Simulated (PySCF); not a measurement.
# C4H7FSeSi: what the fields show

```yaml
atoms:
  - { symbol: C, position_ang: [-0.1408, 2.1165, 0.5939] }
  - { symbol: C, position_ang: [-0.2451, 0.6992, 0.1657] }
  - { symbol: C, position_ang: [-0.7336, 0.1866, -0.9697] }
  - { symbol: C, position_ang: [-0.6202, -1.3029, -0.8285] }
  - { symbol: F, position_ang: [0.2111, -1.8818, -1.7805] }
  - { symbol: Si, position_ang: [0.2086, -0.9962, 0.9047] }
  - { symbol: Se, position_ang: [2.3874, -1.6426, 0.8845] }
  - { symbol: H, position_ang: [0.8988, 2.3650, 0.8034] }
  - { symbol: H, position_ang: [-0.7089, 2.2758, 1.5098] }
  - { symbol: H, position_ang: [-0.5176, 2.7843, -0.1781] }
  - { symbol: H, position_ang: [-1.1272, 0.6958, -1.8346] }
  - { symbol: H, position_ang: [-1.5659, -1.8440, -0.8951] }
  - { symbol: H, position_ang: [-0.4371, -1.4931, 2.1145] }
  - { symbol: H, position_ang: [2.3899, -1.9628, -0.5121] }
```

Geometry: GFN2-xTB.

Computed with wB97X-D/def2-SVPD, SCF density, gas phase in PySCF 2.14.0.

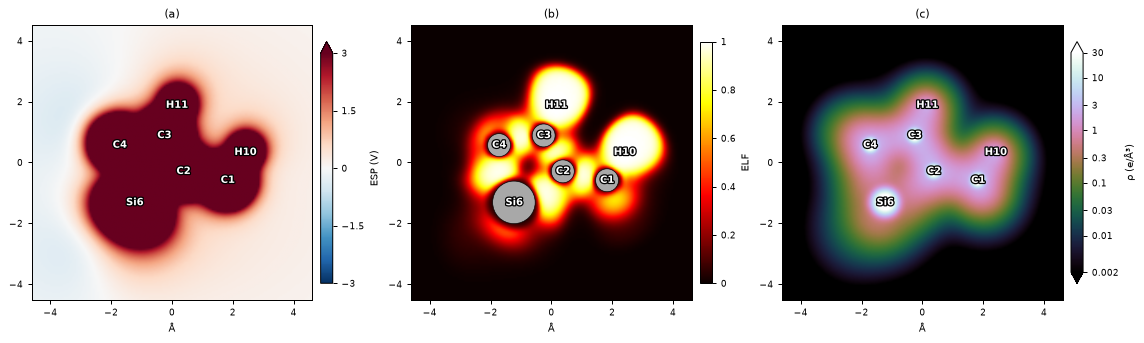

Figure 1. (a) electrostatic potential; (b) ELF; (c) total electron density on the plane of atoms C2, Si6 and C4. Grey discs cover the atomic cores in the ELF map.

What does the map show?

Answer.
- The section cuts through C, Si and H sites.
- C–C (1.34 Å): the density is about 2.3 e/Å³ at the midpoint; the ELF peaks at about 0.90 between the atoms: a short, multiple covalent bond.
- C–Si (1.90 Å): the density is about 0.89 e/Å³ at the midpoint; the ELF peaks at about 0.95 between the atoms: a covalent bond.
- C–H (1.08 Å): ρ at the midpoint is about 2 e/Å³; the ELF climbs to about 1 towards the hydrogen, as it does in any bond to H; a covalent bond by its length.
- C–C (1.48 Å): ρ is about 1.8 e/Å³ halfway; the ELF peaks at about 0.95 between the atoms (localised, covalent bonding).
- C–Si (1.95 Å): ρ is about 0.88 e/Å³ halfway; the ELF peaks at about 0.95 between the atoms (localised, covalent bonding).
- Outside the dense part of the molecule the potential is most negative (−0.4 V) near F5, which lies off the plane.

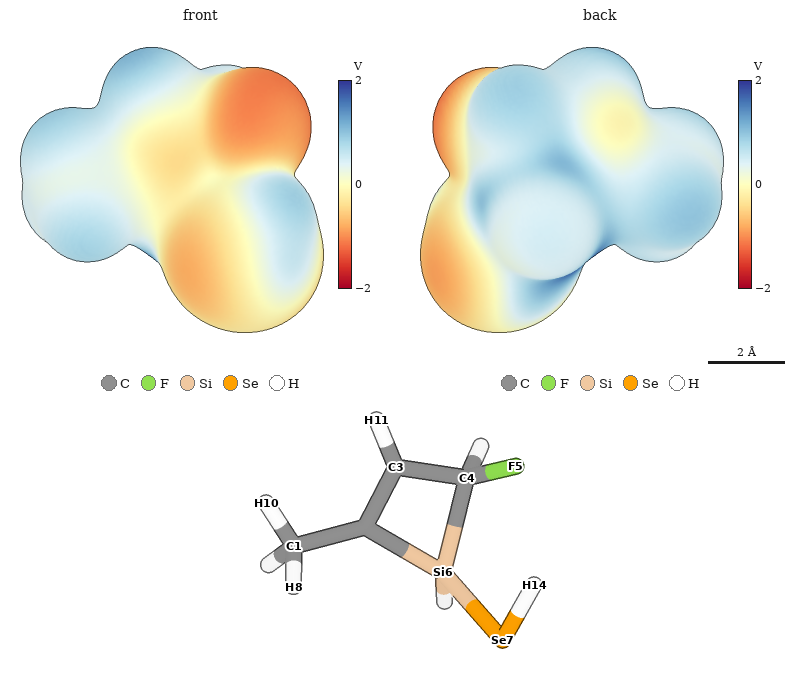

Figure 2. The molecular electrostatic potential painted on the density surface at 0.002 e/bohr³, seen from the front and from behind; the colour scale runs from red (negative) to blue (positive). The bare structure is drawn below in the same view.

Where is the surface potential most negative and most positive?

Answer. The most negative region (about −1.1 V, or −25 kcal/mol for a unit charge) lies over F5, the most positive (about +1.7 V, or +39 kcal/mol for a unit charge) over Si6.
